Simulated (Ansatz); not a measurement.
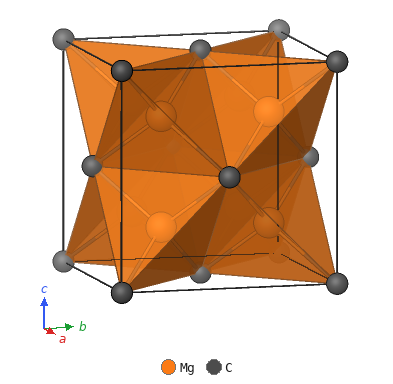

The figure gives a polyhedral picture of the atoms, viewed slightly off an axis. The drawn cell (a repeat of the simulation cell) is outlined; an atom on or near a face, edge or corner is repeated at each equivalent position.

Mg2C, a = 5.422 Å, b = 5.422 Å, c = 5.422 Å, α = 90.00°, β = 90.00°, γ = 91.27°. Strictly the space group is Immm (No. 71, within 0.01 Å). It is a distorted form of a face-centred cubic structure, space group Fm-3m (No. 225) within 0.25 Å: antifluorite. The structure comes from a structure type filled with these elements by a generator (whether the compound takes this form wasn't checked). The cell was then strained or its atoms displaced on purpose. An electronic-structure calculation with Ansatz was run on it.

This one geometry was computed with Ansatz (DFT, plane waves, PAW) at three levels of theory: PBE, HSE06 and r2SCAN. It was relaxed with r2SCAN and then strained.

Q: Which level gives the highest pressure at this volume, and what does that say about its equilibrium volume?

A: Highest: PBE (2.0 GPa), which points to the largest equilibrium volume. Lowest, with the smallest volume: HSE06 (-0.4 GPa) and r2SCAN (0.1 GPa). Levels within 0.5 GPa of each other can't be told apart.

Q: How does the band gap change with the level of theory?

A: PBE: a gap of 0.69 eV, indirect; r2SCAN: a gap of 1.06 eV, indirect; HSE06: a gap of 1.35 eV, indirect.

Q: Collect the results in a table.

A:
| level | cutoff (eV) | k-mesh of the run's cell | gap (eV) | pressure (GPa) |
| --- | --- | --- | --- | --- |
| PBE | 420 | 8×8×8 | 0.69 | 2.0 |
| HSE06 | 420 | 6×6×6 | 1.35 | -0.4 |
| r2SCAN | 500 | 8×8×8 | 1.06 | 0.1 |

Gaps are taken on the k-mesh or band path of each run.
